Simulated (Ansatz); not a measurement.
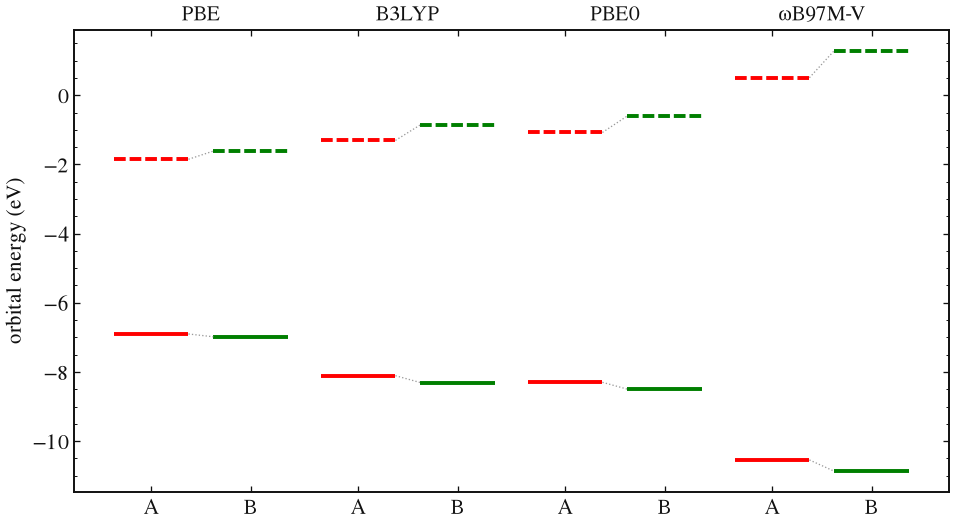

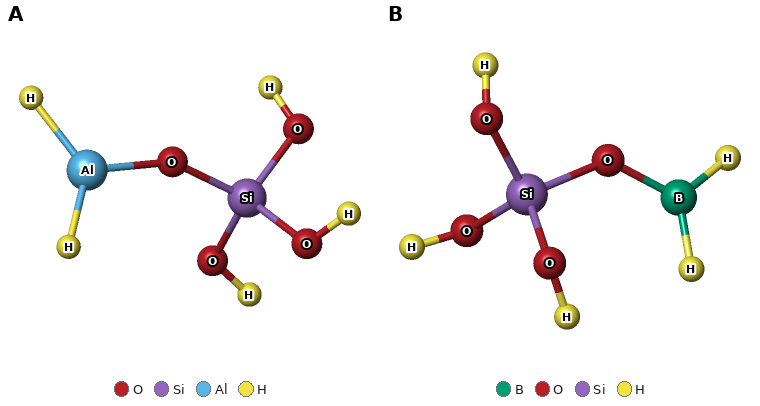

One change: A, AlSiH₅O₄ (SMILES O[Si](O)(O)[O][AlH2]), becomes B, BSiH₅O₄ (SMILES BO[Si](O)(O)O). AlH₂ on O is replaced by BH₂. HOMO (solid) and LUMO (dashed) computed in def2-TZVPP at PBE0-D4/def2-TZVP geometries, both minima by their frequencies, gas phase, the Ansatz code. Empty levels above zero depend strongly on the basis.

Question: What does the change do to HOMO and LUMO?

Answer: PBE: the HOMO falls by 0.08 eV, the LUMO rises by 0.24 eV, and the separation goes from 5.05 to 5.37 eV. B3LYP: the HOMO falls by 0.20 eV, the LUMO rises by 0.45 eV, and the separation goes from 6.80 to 7.45 eV. PBE0: the HOMO falls by 0.20 eV, the LUMO rises by 0.48 eV, and the separation goes from 7.22 to 7.90 eV. ωB97M-V: the HOMO falls by 0.33 eV, the LUMO rises by 0.78 eV, and the separation goes from 11.05 to 12.16 eV.

Question: Do the functionals agree on the effect?

Answer: They agree on the direction for both levels; the HOMO shift lies between −0.33 and −0.08 eV and the LUMO shift between 0.24 and 0.78 eV, while the separations themselves differ by up to 6.8 eV between functionals.

Note: one conformer of each flexible molecule.
